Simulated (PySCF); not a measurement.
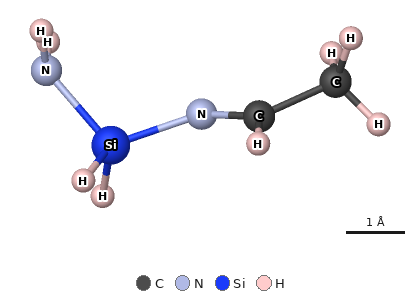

The starting structure (ball-and-stick view, seen at a tilt).

Geometry relaxation of C2H8N2Si

- system: C2H8N2Si
- method: PBE0-D3(BJ)/def2-SVP geometry optimisation, gas phase (PySCF 2.14.0)

What the program printed
```
step   0  E = -479.46637371  max force = 0.044530
step   1  E = -479.47360071  max force = 0.004083
step   2  E = -479.47395459  max force = 0.004988
step   3  E = -479.47386612  max force = 0.008496
step   4  E = -479.47436013  max force = 0.002420
step   5  E = -479.47440633  max force = 0.001279
step   6  E = -479.47442458  max force = 0.000396
step   7  E = -479.47442549  max force = 0.000274
optimisation converged
```

Trajectory as extended XYZ (Å, eV, eV/Å), 8 frames, from step=0 to step=7
```
13
Properties=species:S:1:pos:R:3:forces:R:3 step=0 energy=-13046.94458
C     2.4590    0.1461   -0.0844   -1.6904   1.6304  -0.1142
C     1.1166   -0.4692    0.2022    0.1999   0.3845  -0.2802
N     0.0435   -0.0814   -0.3429    2.2898   0.2017   0.1123
Si   -1.5684   -0.5218   -0.2470   -2.1076   0.4174   0.4873
N    -2.5669    0.8386    0.1708    0.0277   0.3649   0.3928
H     3.1166   -0.5679   -0.5001    1.1517  -1.1986  -0.5483
H     2.8872    0.5485    0.8337    0.2758  -0.0024   0.3728
H     2.3318    0.9904   -0.8030    0.0531  -0.4558   0.3123
H     1.1651   -1.2899    0.9449   -0.1755  -0.2309   0.1195
H    -1.9356   -0.8919   -1.6063   -0.1938  -0.3796  -0.6122
H    -1.9640   -1.5483    0.7558    0.2046  -0.3076   0.1293
H    -2.4938    1.1943    1.1318   -0.0885  -0.2264  -0.4539
H    -2.5854    1.6357   -0.4658    0.0530  -0.1977   0.0826
13
Properties=species:S:1:pos:R:3:forces:R:3 step=1 energy=-13047.14123
C     2.4923    0.1207   -0.0558    0.1131  -0.0145  -0.1930
C     1.1240   -0.4353    0.1756    0.0257  -0.1054   0.1144
N     0.0901    0.0139   -0.3899   -0.0362   0.2100  -0.1426
Si   -1.5894   -0.4536   -0.2553   -0.1038   0.0324   0.0244
N    -2.6487    0.8476    0.1727    0.1455   0.0465  -0.0345
H     3.1671   -0.6526   -0.4755   -0.1258   0.0978   0.1467
H     2.9356    0.4643    0.8920    0.0418  -0.0659   0.0584
H     2.4437    0.9670   -0.7545   -0.0337  -0.0151  -0.0119
H     1.0911   -1.2840    0.9019   -0.0305  -0.0048  -0.0223
H    -1.9888   -0.9149   -1.6129    0.0095  -0.0324  -0.0261
H    -1.7940   -1.5301    0.7656    0.0277  -0.0495   0.0589
H    -2.5858    1.2225    1.1145   -0.0276  -0.0374   0.0034
H    -2.7311    1.6168   -0.4875   -0.0057  -0.0615   0.0242
13
Properties=species:S:1:pos:R:3:forces:R:3 step=2 energy=-13047.15086
C     2.4994    0.1149   -0.0532   -0.0559   0.1013  -0.1047
C     1.1121   -0.4014    0.1556   -0.0466  -0.2500   0.1793
N     0.0840    0.0543   -0.4175    0.1459   0.2565  -0.1729
Si   -1.5835   -0.4463   -0.2600   -0.0923  -0.0445   0.0441
N    -2.6525    0.8379    0.1807    0.0704   0.0283  -0.0109
H     3.1504   -0.6832   -0.4495   -0.0289   0.0007   0.0326
H     2.9384    0.4371    0.9055   -0.0039  -0.0244   0.0049
H     2.4886    0.9591   -0.7561    0.0076  -0.0021  -0.0003
H     1.0517   -1.2511    0.8783    0.0102  -0.0160   0.0183
H    -1.9896   -0.9294   -1.6099   -0.0022  -0.0099   0.0045
H    -1.7430   -1.5229    0.7750    0.0350  -0.0013   0.0052
H    -2.5881    1.2122    1.1223   -0.0242  -0.0292  -0.0015
H    -2.7619    1.6012   -0.4802   -0.0152  -0.0094   0.0015
13
Properties=species:S:1:pos:R:3:forces:R:3 step=3 energy=-13047.14846
C     2.4777    0.1082   -0.0550   -0.0595  -0.0094   0.4369
C     1.0832   -0.3810    0.1575    0.0912   0.1960  -0.2418
N     0.1001    0.1266   -0.4546   -0.0323  -0.0707   0.0208
Si   -1.5504   -0.4244   -0.2745   -0.0838  -0.2068   0.0733
N    -2.6327    0.8297    0.1882   -0.1027  -0.0116   0.0364
H     3.0923   -0.7186   -0.4189    0.2573  -0.2185  -0.2033
H     2.9241    0.4040    0.9116   -0.0034   0.0894  -0.0904
H     2.4926    0.9429   -0.7686   -0.0032  -0.0321   0.0540
H     0.9751   -1.2333    0.8723    0.0297   0.0511  -0.0009
H    -1.9581   -0.9448   -1.6134   -0.0373   0.0366   0.0530
H    -1.6265   -1.5023    0.7804    0.0023   0.0854  -0.0961
H    -2.5810    1.1912    1.1345   -0.0159   0.0001  -0.0050
H    -2.7903    1.5843   -0.4685   -0.0423   0.0906  -0.0369
13
Properties=species:S:1:pos:R:3:forces:R:3 step=4 energy=-13047.16190
C     2.4965    0.1025   -0.0495   -0.0548  -0.0067   0.0703
C     1.0949   -0.3796    0.1403   -0.0392  -0.0199   0.0231
N     0.0957    0.1135   -0.4584    0.1244   0.0531  -0.0363
Si   -1.5613   -0.4259   -0.2693   -0.0601  -0.0625   0.0283
N    -2.6518    0.8295    0.1881    0.0051  -0.0045  -0.0145
H     3.1259   -0.7204   -0.4210    0.0526  -0.0415  -0.0548
H     2.9310    0.4077    0.9176   -0.0169   0.0282  -0.0212
H     2.5199    0.9406   -0.7576    0.0157   0.0105  -0.0010
H     0.9943   -1.2265    0.8622    0.0095  -0.0003   0.0033
H    -1.9817   -0.9409   -1.6037   -0.0143   0.0135   0.0086
H    -1.6452   -1.4990    0.7806    0.0079   0.0217  -0.0135
H    -2.5999    1.1965    1.1324   -0.0132  -0.0024   0.0038
H    -2.8123    1.5844   -0.4707   -0.0167   0.0105   0.0039
13
Properties=species:S:1:pos:R:3:forces:R:3 step=5 energy=-13047.16316
C     2.4999    0.0963   -0.0479   -0.0201  -0.0093   0.0228
C     1.0942   -0.3746    0.1386   -0.0191  -0.0246   0.0159
N     0.1008    0.1245   -0.4651    0.0658   0.0280  -0.0254
Si   -1.5571   -0.4205   -0.2715   -0.0408  -0.0204   0.0152
N    -2.6563    0.8265    0.1890    0.0162  -0.0021  -0.0084
H     3.1284   -0.7308   -0.4172    0.0098  -0.0068  -0.0198
H     2.9323    0.4053    0.9184   -0.0074   0.0159  -0.0065
H     2.5313    0.9323   -0.7586    0.0097   0.0071  -0.0019
H     0.9857   -1.2187    0.8625    0.0037  -0.0030   0.0037
H    -1.9831   -0.9366   -1.6033   -0.0023   0.0086   0.0003
H    -1.6288   -1.4923    0.7790    0.0055   0.0071  -0.0013
H    -2.6110    1.1907    1.1347   -0.0093  -0.0019   0.0010
H    -2.8303    1.5804   -0.4676   -0.0118   0.0012   0.0044
13
Properties=species:S:1:pos:R:3:forces:R:3 step=6 energy=-13047.16365
C     2.5020    0.0909   -0.0453    0.0081  -0.0093  -0.0082
C     1.0933   -0.3730    0.1349   -0.0005   0.0088   0.0051
N     0.1068    0.1335   -0.4749    0.0002  -0.0070   0.0032
Si   -1.5524   -0.4148   -0.2739   -0.0115   0.0021  -0.0035
N    -2.6583    0.8245    0.1899    0.0204   0.0017   0.0012
H     3.1307   -0.7384   -0.4117   -0.0053   0.0074   0.0039
H     2.9303    0.4041    0.9214   -0.0026   0.0005   0.0015
H     2.5408    0.9253   -0.7579   -0.0003   0.0003   0.0002
H     0.9761   -1.2148    0.8603   -0.0002  -0.0021  -0.0021
H    -1.9839   -0.9329   -1.6029    0.0021   0.0036  -0.0037
H    -1.6102   -1.4843    0.7790    0.0001   0.0000   0.0020
H    -2.6201    1.1863    1.1368   -0.0043  -0.0019  -0.0002
H    -2.8488    1.5760   -0.4647   -0.0063  -0.0041   0.0006
13
Properties=species:S:1:pos:R:3:forces:R:3 step=7 energy=-13047.16368
C     2.5025    0.0904   -0.0454    0.0053  -0.0011  -0.0038
C     1.0934   -0.3722    0.1363    0.0010   0.0045  -0.0022
N     0.1074    0.1338   -0.4746   -0.0055  -0.0085   0.0017
Si   -1.5522   -0.4144   -0.2752   -0.0037   0.0044  -0.0001
N    -2.6579    0.8239    0.1903    0.0141   0.0051   0.0013
H     3.1308   -0.7399   -0.4097   -0.0041   0.0035   0.0044
H     2.9306    0.4061    0.9205    0.0006  -0.0004   0.0018
H     2.5415    0.9230   -0.7600   -0.0011  -0.0001   0.0005
H     0.9758   -1.2128    0.8629   -0.0008  -0.0015  -0.0018
H    -1.9830   -0.9299   -1.6055    0.0026   0.0025  -0.0019
H    -1.6102   -1.4850    0.7766    0.0000  -0.0019   0.0003
H    -2.6216    1.1839    1.1379   -0.0032  -0.0023  -0.0005
H    -2.8510    1.5757   -0.4632   -0.0052  -0.0040   0.0003
```

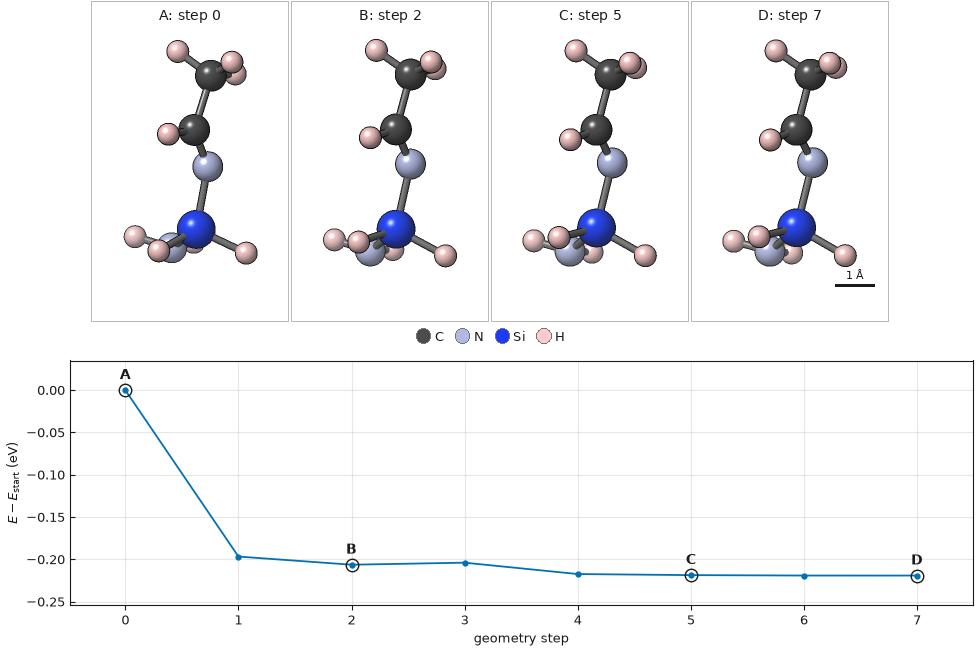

Frames of the relaxation (ball-and-stick view, seen at an oblique angle) above the curves, on which the letters mark them (steps are counted from 0).

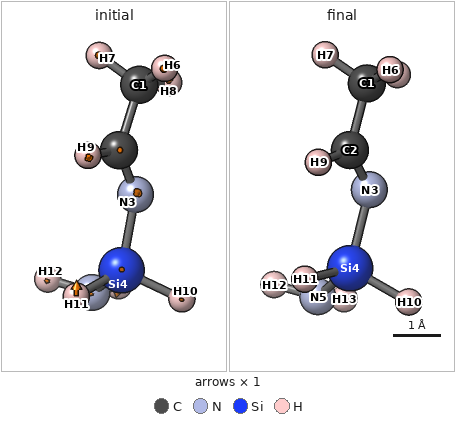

Before (left) and after (right) the relaxation, at one scale (ball-and-stick view, seen at an oblique angle). The orange arrows give the displacements, at true length. H11 moves most after the best rigid fit: 0.37 Å. By element the largest moves are H 0.37 Å, N 0.26 Å, C 0.13 Å, Si 0.10 Å. Among the contacts that change: N3–Si4 1.674 → 1.759 Å, C1–H6 1.056 → 1.103 Å, Si4–H10 1.456 → 1.490 Å, C1–H8 1.116 → 1.098 Å. Among the angles that change: C2–N3–Si4 135.4° → 123.8°, N3–Si4–H11 118.4° → 109.8°, N5–Si4–H11 103.0° → 107.3°. Over 7 geometry steps the energy falls by 0.219 eV. Largest force component: 2.3 eV/Å at the start, 0.014 eV/Å at the end. (Atoms are counted from 1 in the order of the input.)

The run was set up as follows.

Input
```
{"job": {"xc": "PBE0", "basis": "def2-SVP", "d3": "d3bj", "grid": 1, "shake": 0.01, "kind": "geom"}, "charge": 0, "multiplicity": 1}
C      2.459000     0.146060    -0.084380
C      1.116640    -0.469240     0.202190
N      0.043480    -0.081370    -0.342930
Si    -1.568380    -0.521760    -0.247050
N     -2.566880     0.838630     0.170790
H      3.116620    -0.567900    -0.500060
H      2.887250     0.548500     0.833730
H      2.331830     0.990380    -0.802980
H      1.165090    -1.289890     0.944920
H     -1.935600    -0.891900    -1.606290
H     -1.963960    -1.548340     0.755760
H     -2.493830     1.194290     1.131770
H     -2.585440     1.635670    -0.465790
```

The first line tells a small driver script what to run in PySCF; the rest is the geometry in Å.

Run as:
```bash
OMP_NUM_THREADS=1 python <driver script> task.json out
```

Results in brief

```json
{"quantity": "outcome", "value": "converged"}
{"quantity": "total energy", "value": "−479.474425 hartree"}
{"quantity": "dipole moment", "value": "1.72 D"}
{"quantity": "point group", "value": "C1"}
{"quantity": "hardware", "value": "1 CPU thread, shared host"}
{"quantity": "wall time", "value": "32 s"}
{"quantity": "peak memory", "value": "0.47 GiB"}
```
